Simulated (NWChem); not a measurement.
**H2 (hydrogen): a chain of runs**

We compute a structure relaxation (M11/SBKJC-VDZ), then the harmonic vibrations, then energy and one-electron properties of H2 (hydrogen). 

Program for the calculation: NWChem 7.3.0.

1 further run of the same task is left out (set aside as unsound or not needed).

## Step 1: The system as given

H2: 2 atoms, total charge 0, spin state singlet. SMILES: `[H][H]`. All atoms were displaced at random from a relaxed shape. The run starts from this shape.

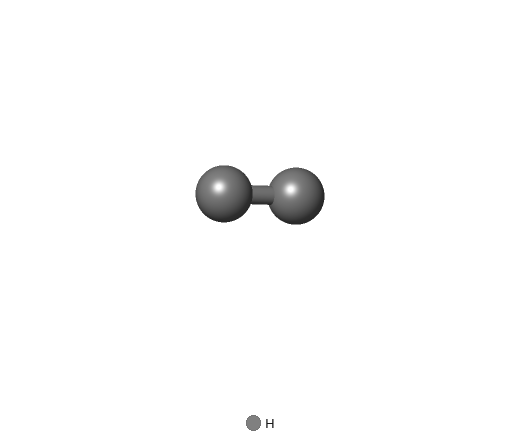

Viewed from a chosen angle; hydrogen grey.

## Step 2: A geometry optimisation at M11/SBKJC-VDZ (density fitting with weigend coulomb fitting, SMD water) (run 1)

h2.nw reads:

```
start h2
title "H2"
memory total 2200 mb

geometry noautosym
  H     0.289456   -0.158048    0.197391
  H    -0.370032    0.093549   -0.211238
end

basis spherical bse
  * library SBKJC-VDZ
end

basis "cd basis" spherical
  * library "weigend coulomb fitting"
end

cosmo
  do_cosmo_smd true
  solvent water
end

dft
  xc m11
  grid medium
  print low
end

driver
  maxiter 50
end

task dft optimize
```

On the command line:

```console
$ nwchem h2.nw > h2.out
```

Output:

```text
[...]
 d= 0,ls=0.0,diis     1     -1.1542978225 -1.80D+00  1.14D-02  4.64D-03     0.1
[...]
         Total DFT energy =       -1.152345090151
[...]
@    0      -1.15234509  0.0D+00  0.03306  0.03306  0.00000  0.00000      0.2
[...]
         Total DFT energy =       -1.154227621701
[...]
@    1      -1.15434430 -2.0D-03  0.00142  0.00142  0.03403  0.04766      0.5
[...]
         Total DFT energy =       -1.154347058158
[...]
         Total DFT energy =     -1.154347058158
[...]
@    2      -1.15434706 -2.8D-06  0.00029  0.00029  0.00141  0.00197      0.6
[...]
 d= 0,ls=0.0,diis     2     -1.1543471764 -6.26D-09  3.27D-06  3.22D-10     0.7
         Total DFT energy =       -1.154347176427
      One electron energy =       -2.474799158604
           Coulomb energy =        1.297208731624
    Exchange-Corr. energy =       -0.683184265516
 Nuclear repulsion energy =        0.700564911968
             COSMO energy =        0.005862604101
[...]
         Total DFT energy =     -1.154347176427
[...]
                         DFT ENERGY GRADIENTS
    atom               coordinates                        gradient
                 x          y          z           x          y          z
   1 H       0.577100  -0.220166   0.357580    0.000005   0.000006   0.000000
   2 H      -0.577100   0.220166  -0.357580   -0.000005  -0.000006  -0.000000
[...]
@    3      -1.15434718 -1.2D-07  0.00000  0.00000  0.00024  0.00033      0.8
[...]
      Optimization converged
[...]
@    3      -1.15434718 -1.2D-07  0.00000  0.00000  0.00024  0.00033      0.8
[...]
```

It took 1.3 s on 1 thread of AMD EPYC 7B13 (Zen 3), shared host; peak memory 0.11 GiB.

Steps, from the record of the run:

| step | energy from the first frame kept (eV) |
| --- | --- |
| 0 | 0.0000 |
| 1 | -0.0544 |
| 2 | -0.0545 |
| 3 | -0.0545 |

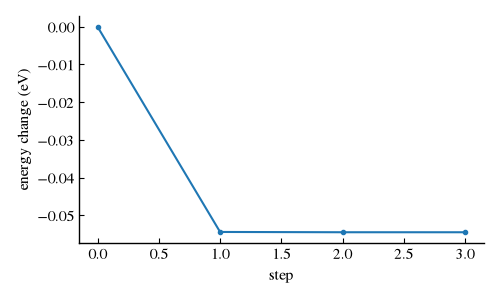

Energy along the run.

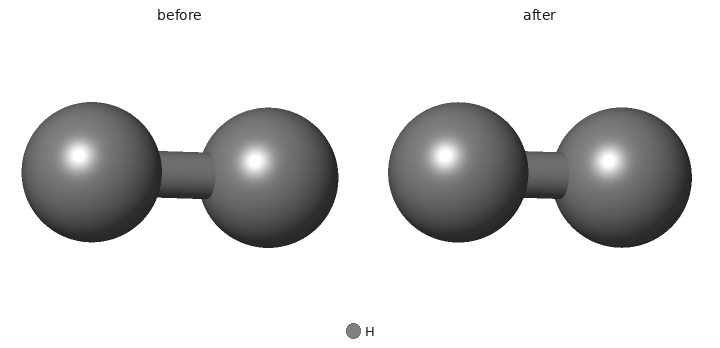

Before and after, at one scale.

After the run. Bond lengths: H1–H2 0.755 Å.

## Step 3: The harmonic vibrations at M11/SBKJC-VDZ (density fitting with weigend coulomb fitting, SMD water) (run 2)

h2.nw reads:

```
start h2
memory 2200 mb
geometry units angstroms
 H      0.305388    -0.116507     0.189223
 H     -0.305388     0.116507    -0.189223
end
basis spherical bse
 * library SBKJC-VDZ
end
basis "cd basis" spherical
 * library "weigend coulomb fitting"
end
cosmo
 do_cosmo_smd true
 solvent water
end
dft
 xc m11
 grid medium
 print low
end
task dft freq
```

On the command line:

```console
$ nwchem h2.nw > h2.out
```

Output:

```text
[...]
 Group name             D4h
[...]
 d= 0,ls=0.0,diis     1     -1.1562514166 -1.86D+00  1.14D-02  4.88D-03     0.1
[...]
         Total DFT energy =       -1.154349591193
[...]
         Total DFT energy =       -1.154349621514
[...]
         Total DFT energy =       -1.154349621514
[...]
         Total DFT energy =       -1.154349621514
[...]
         Total DFT energy =       -1.154331749664
[...]
 d= 0,ls=0.0,diis     2     -1.1543324473 -8.07D-09  3.77D-06  4.24D-10     0.9
         Total DFT energy =       -1.154332447323
      One electron energy =       -2.468166501607
           Coulomb energy =        1.293636305369
    Exchange-Corr. energy =       -0.681551063140
 Nuclear repulsion energy =        0.695691963440
             COSMO energy =        0.006056848616
[...]
                         DFT ENERGY GRADIENTS
    atom               coordinates                        gradient
                 x          y          z           x          y          z
   1 H       0.000000   0.000000   0.713709   -0.000000  -0.000000   0.003426
   2 H       0.000000   0.000000  -0.723709    0.000000   0.000000  -0.003426
[...]
 Zero-Point correction to Energy  =    6.121 kcal/mol  (  0.009754 au)
 Thermal correction to Energy     =    7.601 kcal/mol  (  0.012113 au)
 Thermal correction to Enthalpy   =    8.193 kcal/mol  (  0.013057 au)
 Total Entropy                    =   31.185 cal/mol-K
   - Translational                =   28.068 cal/mol-K (mol. weight =   2.0156)
   - Rotational                   =    3.117 cal/mol-K (symmetry #  =        2)
   - Vibrational                  =    0.000 cal/mol-K
 Cv (constant volume heat capacity) =    4.966 cal/mol-K
   - Translational                  =    2.979 cal/mol-K
   - Rotational                     =    1.986 cal/mol-K
   - Vibrational                    =    0.000 cal/mol-K
[...]
```

It took 1.5 s on 1 thread of AMD EPYC 7B13 (Zen 3), shared host; peak memory 0.11 GiB.

## Step 4: Energy and one-electron properties at M11/SBKJC-VDZ (density fitting with weigend coulomb fitting, SMD water) (run 3)

h2.nw reads:

```
start h2
memory 2200 mb

geometry units angstrom noautosym
  H        0.305388      -0.116507       0.189223
  H       -0.305388       0.116507      -0.189223
end

basis "ao basis" spherical bse
  * library SBKJC-VDZ
end

basis "cd basis" spherical
  * library "weigend coulomb fitting"
end

cosmo
  do_cosmo_smd true
  solvent water
end

dft
  xc m11
  grid medium
  noprint "final vectors analysis"
end

property
  dipole
  mulliken
  quadrupole
  moldenfile
  molden_norm janpa
end

task dft property
```

On the command line:

```console
$ nwchem h2.nw > h2.out
```

Output:

```text
[...]
          Wavefunction type:  closed shell.
          No. of atoms     :     2
          No. of electrons :     2
[...]
          Charge           :     0
          Spin multiplicity:     1
[...]
          AO basis - number of functions:     4
[...]
              XC Information
              --------------
                          M11 Method XC Functional
                     Hartree-Fock (Exact) Exchange  1.000
                           M11 gradient correction  1.000
                         M11 Correlation Potential  1.000
[...]
 d= 0,ls=0.0,diis     1     -1.1562514373 -1.86D+00  1.14D-02  4.88D-03     0.1
[...]
  Singularity in Pulay matrix. Error and Fock matrices removed.
 d= 0,ls=0.0,diis     3     -1.1572594120 -1.07D-05  6.66D-07  1.33D-11     0.2
  Singularity in Pulay matrix. Error and Fock matrices removed.
 d= 0,ls=0.0,diis     4     -1.1572594120 -2.75D-12  1.58D-10  1.15D-19     0.2
[...]
 d= 0,ls=0.0,diis     2     -1.1543472346 -6.26D-09  3.27D-06  3.22D-10     0.3
         Total DFT energy =       -1.154347234632
      One electron energy =       -2.474800340546
           Coulomb energy =        1.297209399320
    Exchange-Corr. energy =       -0.683184632193
 Nuclear repulsion energy =        0.700565743013
             COSMO energy =        0.005862595774
[...]
   Dipole moment        0.0000000001 Debye(s)
             DMX        0.0000000000 DMXEFC       -0.0000000000
             DMY       -0.0000000000 DMYEFC       -0.0000000000
             DMZ        0.0000000000 DMZEFC       -0.0000000000
   -EFC- dipole         0.0000000000 DEBYE(S)
   Total dipole         0.0000000001 DEBYE(S)
[...]
```

It took 0.83 s on 1 thread of AMD EPYC 7B13 (Zen 3), shared host; peak memory 0.11 GiB.

Atomic charges (e):

| atom | Mulliken |
| --- | --- |
| H1 | +0.000 |
| H2 | +0.000 |

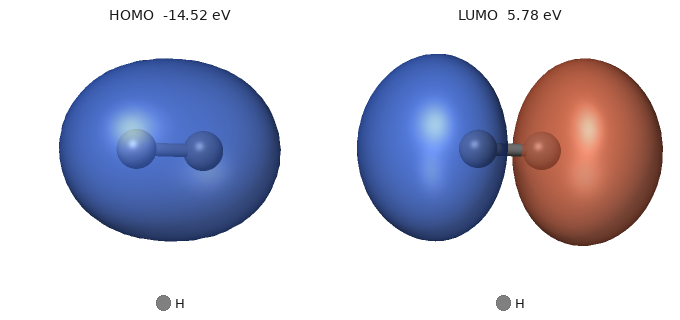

Frontier orbitals of this run, surfaces at ±0.2 Å^-3/2.

## Step 5: Summary of results

| quantity | value |
| --- | --- |
| run 1, M11/SBKJC-VDZ: total energy at the end | -1.15435 Eh |
| run 1, M11/SBKJC-VDZ: bond length | 0.755 Å |
| run 1, M11/SBKJC-VDZ: solvent term in the energy | 7.6 kJ/mol |
| run 2, M11/SBKJC-VDZ: energy of the last displaced shape | -1.15433 Eh |
| run 2, M11/SBKJC-VDZ: harmonic wavenumber | 4283 cm⁻¹ |
| run 2, M11/SBKJC-VDZ: zero-point energy | 25.6 kJ/mol |
| run 2, M11/SBKJC-VDZ: ideal-gas entropy at 298.15 K (symmetry number 2 as used) | 31.2 cal/(mol K) |
| run 3, M11/SBKJC-VDZ: dipole moment | 0.00 D |
| run 3, M11/SBKJC-VDZ: HOMO energy | -14.52 eV |
| run 3, M11/SBKJC-VDZ: LUMO energy | 5.78 eV |
| run 3, M11/SBKJC-VDZ: HOMO–LUMO gap | 20.30 eV |

**Reading.** The optimisation (run 1, M11/SBKJC-VDZ) took 4 steps and changed the energy by -0.054 eV. The one mode (run 2, M11/SBKJC-VDZ) is real, so the shape is a minimum at this level.
